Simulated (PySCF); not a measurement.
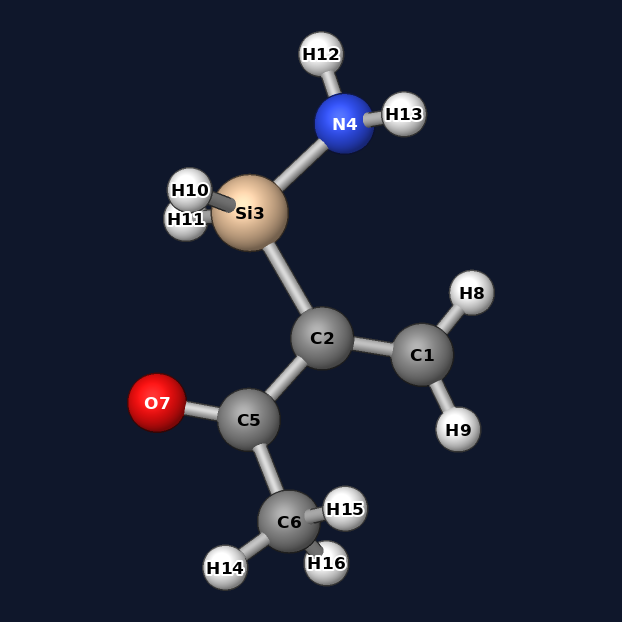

The computed structure is the end point of a GFN2-xTB optimisation. No frequency run is at hand to confirm it as a minimum. Level of theory: GIAO PBE0/pcSseg-1 NMR shielding, non-relativistic, gas phase (PySCF 2.14.0). Principal shieldings σ11 ≤ σ22 ≤ σ33, span Ω = σ33 − σ11, skew κ = 3(σiso − σ22)/Ω.

Which C atom has the most anisotropic shielding?

C1, with a span of 253 ppm.

Give the shielding tensors of the C atoms.

| atom | σ11 | σ22 | σ33 | σiso | Ω | κ |
| --- | --- | --- | --- | --- | --- | --- |
| C1 | −83.2 | 40.6 | 169.4 | 42.2 | 252.6 | 0.02 |
| C2 | −64.8 | 12.4 | 138.2 | 28.6 | 203.0 | 0.24 |
| C5 | −101.8 | −62.5 | 100.0 | −21.4 | 201.8 | 0.61 |
| C6 | 141.4 | 148.6 | 189.5 | 159.8 | 48.2 | 0.70 |

Shieldings and span in ppm.

The geometry is semi-empirical. Around Si such bond lengths and angles can be off by a tenth of an ångström or more and by several degrees, and values that hang on the shape move with them.
